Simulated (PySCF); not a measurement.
C6H13Al (SMILES C[CH2][Al]1[CH2]CC[CH2]1)

```json
{"atom": "C", "x (Å)": "3.0485", "y (Å)": "-0.7266", "z (Å)": "-0.1881"}
{"atom": "C", "x (Å)": "2.3146", "y (Å)": "0.5540", "z (Å)": "-0.6217"}
{"atom": "Al", "x (Å)": "0.3547", "y (Å)": "0.3512", "z (Å)": "-0.2806"}
{"atom": "C", "x (Å)": "-1.1786", "y (Å)": "1.6386", "z (Å)": "-0.2422"}
{"atom": "C", "x (Å)": "-2.3291", "y (Å)": "0.6154", "z (Å)": "-0.3265"}
{"atom": "C", "x (Å)": "-2.0333", "y (Å)": "-0.5994", "z (Å)": "0.5666"}
{"atom": "C", "x (Å)": "-0.7265", "y (Å)": "-1.2890", "z (Å)": "0.1257"}
{"atom": "H", "x (Å)": "4.1140", "y (Å)": "-0.6761", "z (Å)": "-0.4144"}
{"atom": "H", "x (Å)": "2.6327", "y (Å)": "-1.5968", "z (Å)": "-0.6966"}
{"atom": "H", "x (Å)": "2.9340", "y (Å)": "-0.8873", "z (Å)": "0.8837"}
{"atom": "H", "x (Å)": "2.5255", "y (Å)": "0.7419", "z (Å)": "-1.6843"}
{"atom": "H", "x (Å)": "2.7435", "y (Å)": "1.4140", "z (Å)": "-0.0887"}
{"atom": "H", "x (Å)": "-1.2831", "y (Å)": "2.3838", "z (Å)": "-1.0377"}
{"atom": "H", "x (Å)": "-1.2717", "y (Å)": "2.1979", "z (Å)": "0.6983"}
{"atom": "H", "x (Å)": "-2.4268", "y (Å)": "0.2644", "z (Å)": "-1.3586"}
{"atom": "H", "x (Å)": "-3.2853", "y (Å)": "1.0619", "z (Å)": "-0.0365"}
{"atom": "H", "x (Å)": "-1.9275", "y (Å)": "-0.2478", "z (Å)": "1.5975"}
{"atom": "H", "x (Å)": "-2.8807", "y (Å)": "-1.2914", "z (Å)": "0.5396"}
{"atom": "H", "x (Å)": "-0.3935", "y (Å)": "-1.9837", "z (Å)": "0.9043"}
{"atom": "H", "x (Å)": "-0.9365", "y (Å)": "-1.9143", "z (Å)": "-0.7527"}
```

Geometry: GFN2-xTB.

Computed with CAM-B3LYP/def2-SVPD, SCF density, gas phase (PySCF).

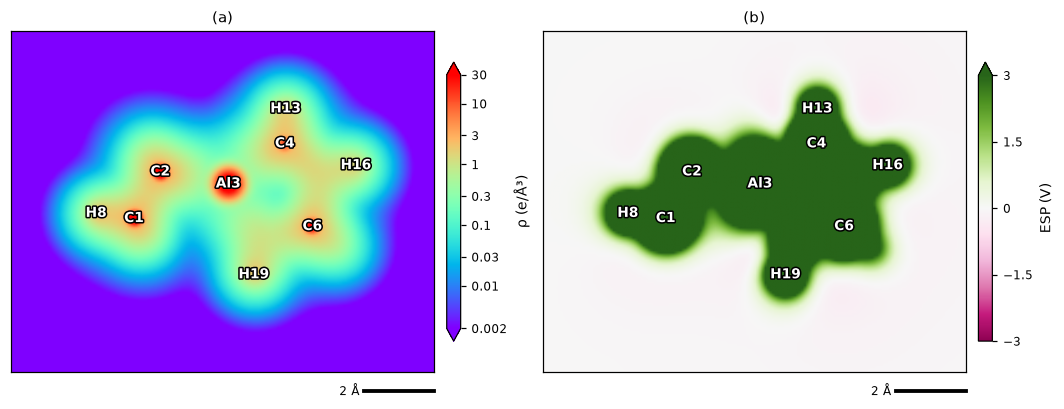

Figure 1. (a) electron density; (b) molecular electrostatic potential on the plane of atoms C2, C1 and H8.

What do the fields say about this system?

Answer. The plane passes through C, Al and H nuclei. C–C (1.54 Å): the density is about 1.6 e/Å³ at the midpoint. C–Al (2.00 Å): ρ at the midpoint is about 0.7 e/Å³. C–H (1.09 Å): ρ is about 1.9 e/Å³ halfway. Outside the dense part of the molecule the potential is most negative (−0.3 V) near H13.

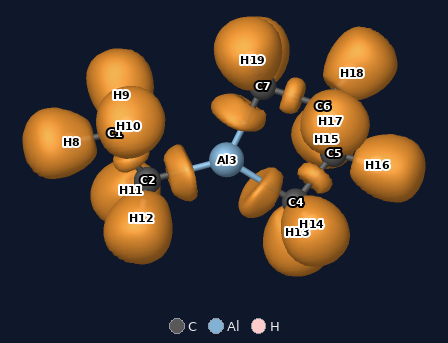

Figure 2. Isosurface of the electron localisation function at 0.8 (orange), seen at a tilt. Core shells and regions of very low density are left out.

Where are the electrons localised?

Answer. The ELF exceeds this value in three regions between bonded Al–C atoms (shared pairs), four regions between bonded C–C atoms (shared pairs) and 13 regions around hydrogen nuclei.


C–C (1.54 Å): the ELF peaks at about 0.95 between the atoms (localised, covalent bonding). C–Al (2.00 Å): the ELF peaks at about 0.95 between the atoms (a polar covalent bond).

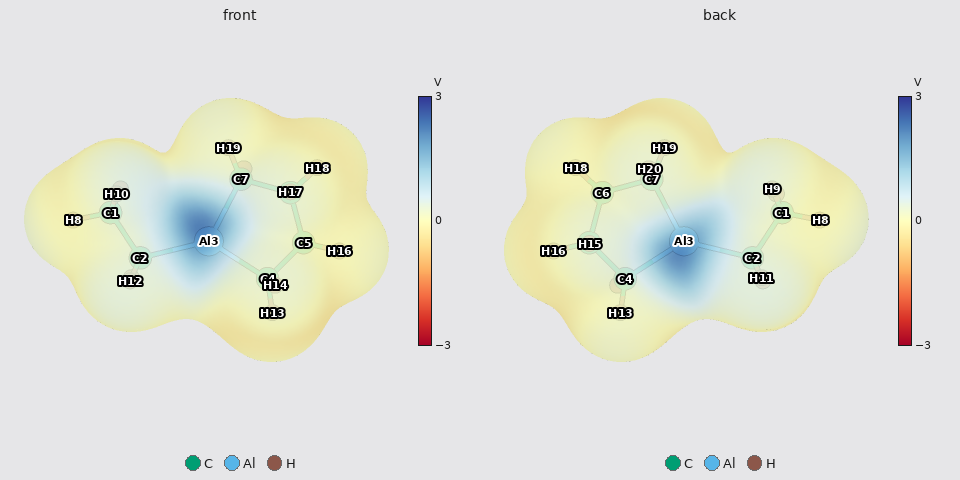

Figure 3. The molecular electrostatic potential painted on the density surface at 0.001 e/bohr³, seen from the front and from behind; the colour scale runs from red (negative) to blue (positive).

Which sites attract a positive test charge, and which a negative one?

Answer. A positive charge is drawn to the negative regions and a negative charge to the positive ones. The most negative region (about −0.3 V) lies over C4, C7 and H13, the most positive (about +2.2 V) over Al3.

What dipole moment does the calculation give?

Answer. Its dipole moment is 0.54 D.
